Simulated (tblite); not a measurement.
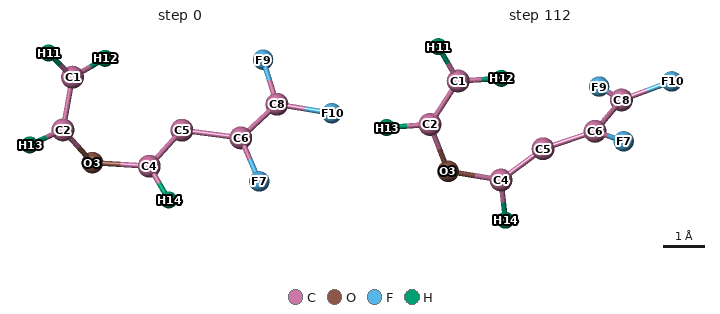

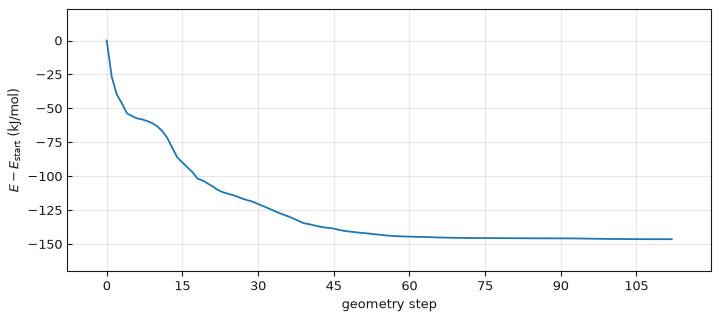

First and last geometry of a relaxation of C₆H₄F₃O (multiplicity 2), with the history of the run. Style: ball-and-stick. Shown at a tilt.

Theory: tblite, GFN2-xTB geometry optimisation, gas phase. 

Question: What do the curves and the structures tell?

Answer: It converged. Over 112 geometry steps the energy falls by 146.4 kJ/mol. H14 moves most after the best rigid fit: 1.42 Å. Largest moves by element: H 1.42 Å, F 1.32 Å, C 0.70 Å, O 0.28 Å. Near-neighbour distances that change, for instance: C5–C6 1.470 → 1.351 Å, O3–C4 1.406 → 1.346 Å, C6–C8 1.317 → 1.378 Å, C8–F10 1.378 → 1.324 Å. Among the angles between lasting bonds that change: C4–C5–C6 117.8° → 161.7°, O3–C2–H13 123.1° → 108.8°, O3–C4–H14 120.9° → 108.7°. Groups turn about O3–C4 by about 80°, C2–O3 by about 55°. The run took 0.6 s on 1 thread of Arm Neoverse V2 (shared host).
